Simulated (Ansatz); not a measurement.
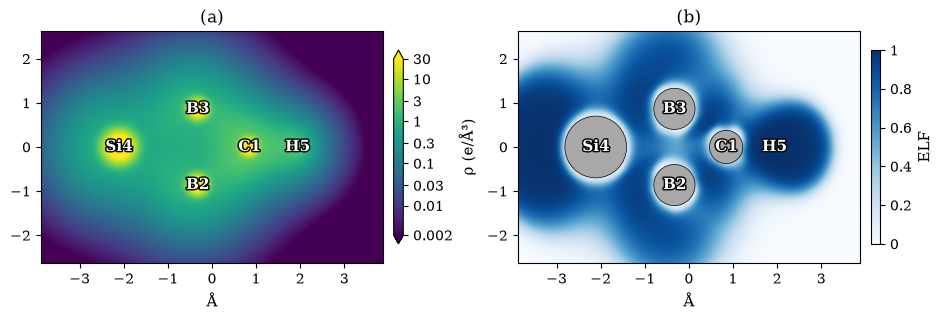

CHB2Si (SMILES [CH]1B2[Si]B12) (doublet). (a) total electron density; (b) ELF on the molecular plane. Grey discs cover the atomic cores in the ELF map.

Geometry: PBE0-D3(BJ)/pcseg-1.

All numbers below come from isolated molecule in a Gaussian basis; Kohn-Sham density functional theory, functional PBE0 in Ansatz.

Input file:

```
crystal:
  periodic: [false, false, false]
  atoms:
    - {symbol: C, position_ang: [-1.021668, 1.371317, 0.257194]}
    - {symbol: B, position_ang: [-1.447632, 1.212233, 1.639671]}
    - {symbol: B, position_ang: [-1.294054, -0.043173, 0.464605]}
    - {symbol: Si, position_ang: [-1.902253, -0.612923, 2.262006]}
    - {symbol: H, position_ang: [-0.698121, 2.100350, -0.479395]}
basis:
  gaussian:
    orbitals: def2-TZVPD
magnetization:
  spin_polarized: true
  initial_magnetization: 1
hamiltonian:
  xc: {name: PBE0}
output: {forces: true, orbitals: {seedname: orbitals}}
```

Command:

```sh
ansatz run input.yaml --threads 1 --pin off --max-ram 2610MiB --events-out events.jsonl --progress --plain --runs-dir runs
```

Q: Describe what can be read from this map.

A:
- The section cuts through C, B, Si and H sites.
- C–B (1.46 Å): the density is about 1.6 e/Å³ at the midpoint; the ELF peaks at about 0.90 between the atoms; localised, covalent bonding.
- B–B (1.73 Å): ρ at the midpoint is about 0.82 e/Å³; the ELF reaches about 0.55 near the midpoint.
- Si–B (1.98 Å): ρ is about 0.75 e/Å³ halfway; the ELF peaks at about 0.90 between the atoms; localised, covalent bonding.
- C–H (1.09 Å): ρ at the midpoint is about 2 e/Å³; the ELF climbs to about 1 towards the hydrogen, as it does in any bond to H: an ordinary covalent bond to hydrogen.
- The ELF also peaks beside Si4, away from the bonds: non-bonding electrons, paired or unpaired.
